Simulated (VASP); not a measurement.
Band structure of Al (fcc). Method: revTPSS meta-GGA, VASP's PBE PAW potentials (set 64) (plane waves; VASP).

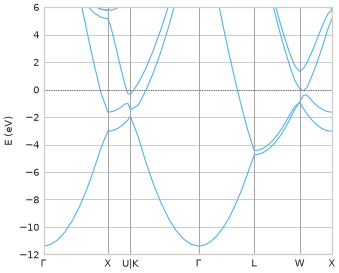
Fig. 1. Bands along high-symmetry lines, zero at the valence-band maximum or, without a gap, the Fermi level

Read the plot: is there a gap, and where are the band edges?

It has no gap at this level: it comes out as a metal or semimetal.

The compound is Al in the fcc structure. It was relaxed first.
